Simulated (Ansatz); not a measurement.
```yaml
atoms:
  - { symbol: C, position_ang: [-0.7583, 0.4230, -0.5407] }
  - { symbol: C, position_ang: [0.2857, 0.5160, 0.2677] }
  - { symbol: Zn, position_ang: [1.4781, -2.8882, 0.7724] }
  - { symbol: H, position_ang: [-1.7649, 0.2942, -0.1580] }
  - { symbol: H, position_ang: [-0.6491, 0.4689, -1.6189] }
  - { symbol: H, position_ang: [0.1772, 0.4719, 1.3461] }
  - { symbol: H, position_ang: [1.2925, 0.6464, -0.1142] }
```

Geometry: PBE0-D4/def2-TZVP; at this geometry the atoms fall into two loosely joined parts.

Method: RKS PBE0-D4/def2-TZVPP in Ansatz 0.2.0.

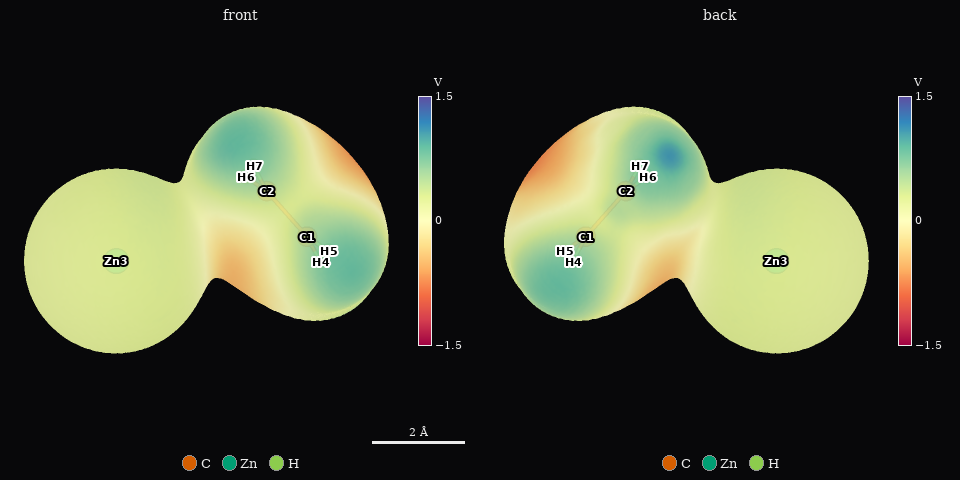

C2H4Zn. The molecular electrostatic potential painted on the density surface at 0.002 e/bohr³, seen from the front and from behind; red is negative and blue positive.

Question: Which sites attract a positive test charge, and which a negative one?

Answer: A positive charge is drawn to the negative regions and a negative charge to the positive ones. The most negative region (about −0.7 V, or −16 kcal/mol for a unit charge) lies over the π face of C1 and C2, the most positive (about +1.0 V, or +23 kcal/mol for a unit charge) over H6.
